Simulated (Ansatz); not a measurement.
# How methods differ on C4F6 (SMILES FC1=C(F)C(F)(F)C1(F)F)

The species is C4F6 (10 atoms), meant as a singlet with charge 0. SMILES: `FC1=C(F)C(F)(F)C1(F)F`. Geometry: optimised at r2SCAN/def2-SVP.

```xyz
10

F    -0.0717   -2.3316    0.7701
C    -0.0871   -1.1188    0.2811
C    -0.6117   -0.5412   -0.8193
F    -1.3150   -0.9626   -1.8381
C    -0.0968    0.8298   -0.4791
F    -1.0214    1.7740   -0.2242
F     0.8141    1.3562   -1.3186
C     0.5128    0.1586    0.7996
F     0.0206    0.6268    1.9615
F     1.8561    0.2089    0.8671
```

Each level gives the dissociation energy of the F9–C8 bond into doublet F and doublet C4F5 (shapes relaxed at r2SCAN/def2-SVP, no zero-point term) (eV). The values are calculated.

| level | kind | program | value (eV) | less CCSD(T)/def2-SVP | CPU time (all runs) |
| --- | --- | --- | --- | --- | --- |
| SVWN5/def2-SVP | LDA | Ansatz | 6.37 | +1.44 | 3.2 s |
| BLYP/def2-SVP | GGA | Ansatz | 5.10 | +0.17 | 5.6 s |
| r2SCAN/def2-SVP | meta-GGA | Ansatz | 5.04 | +0.11 | 10 s |
| B3LYP/def2-SVP | global hybrid | Ansatz | 5.03 | +0.10 | 6.9 s |
| wB97M-V/def2-SVP | range-separated hybrid | Ansatz | 5.36 | +0.43 | 23 s |
| B2PLYP/def2-SVP | double hybrid | Ansatz | 5.08 | +0.15 | 11 s |
| RPA@PBE/def2-SVP | RPA | Ansatz | 4.50 | -0.43 | 9.8 s |
| MP2/def2-SVP | perturbation theory | Ansatz | 5.54 | +0.61 | 5.3 s |
| CCSD(T)/def2-SVP | coupled cluster or CI | Ansatz | 4.93 | 0.00 | 3.1 min |

Differences are taken from CCSD(T)/def2-SVP for orientation; it has basis-set and higher-order errors of its own. The values span 4.50 to 6.37 eV. Spin contamination of the reference (⟨S²⟩ at least 0.1 too high) touches MP2/def2-SVP, CCSD(T)/def2-SVP. Measured bond enthalpies also hold zero-point and thermal terms, a few tenths of an eV less. CPU times are rough (shared hosts, several kinds of processor): they show what a rung costs within a factor of a few.

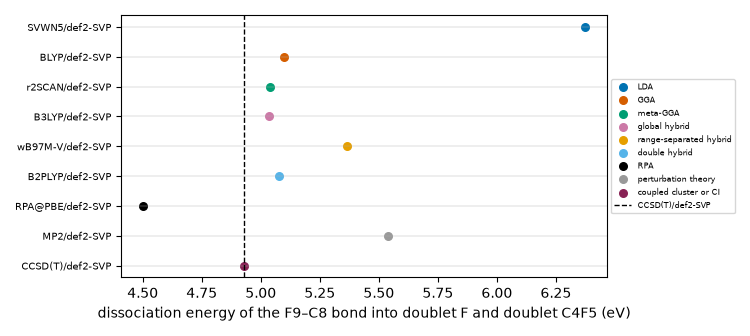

The values of the table, level by level.
